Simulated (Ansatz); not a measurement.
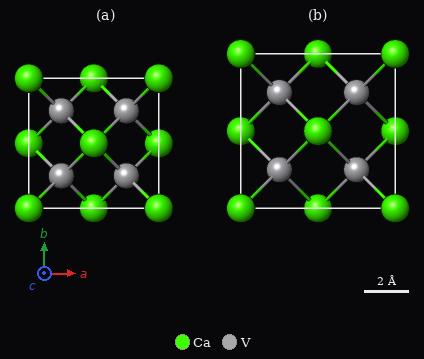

The structure of crystalline CaV2 (built on the fluorite_225 type) (coarse preliminary run) before (left) and after (right) a relaxation, at one scale.

A ball-and-stick model of the conventional cell (4 times the calculation's cell), seen along the c axis. Lengths and directions refer to the drawn axes.

Case: fluorite type (Fm-3m, No. 225).

Theory: DFT PBE, scalar-relativistic, plane waves, PAW in Ansatz 0.2.0. Set-up: plane-wave cutoff 420 eV; k-point mesh 6 × 6 × 6; occupations gaussian; smearing width 0.1 eV; collinear spin; cell and atoms relaxed; force threshold 0.04 eV/Å; at most 70 steps.

### Describe what moved and what it gained.

The energy falls by 436 meV per atom in 6 accepted moves (8 points after the start). All forces vanish by symmetry, so only the cell relaxes. The pressure goes from 15.06 to −0.19 GPa. At 2 points the geometry stayed and the basis and grid were re-selected for the new cell (energy shift of 37.4 meV per atom at most each time). The atoms keep their places relative to the cell (all moves are under 0.005 Å). The drawn cell changes as follows: a = b = c 5.958 → 7.076 Å (+18.8 %); the volume changes by +67.5 %. Near-neighbour distances that change, for instance: V–V 2.979 → 3.538 Å, Ca–V 2.580 → 3.064 Å. The space group stays Fm-3m (No. 225). The run took 35 s on 1 thread of Intel(R) Xeon(R) Platinum 8375C CPU @ 2.90GHz (Ice Lake), on a shared host, peak memory 0.45 GiB.
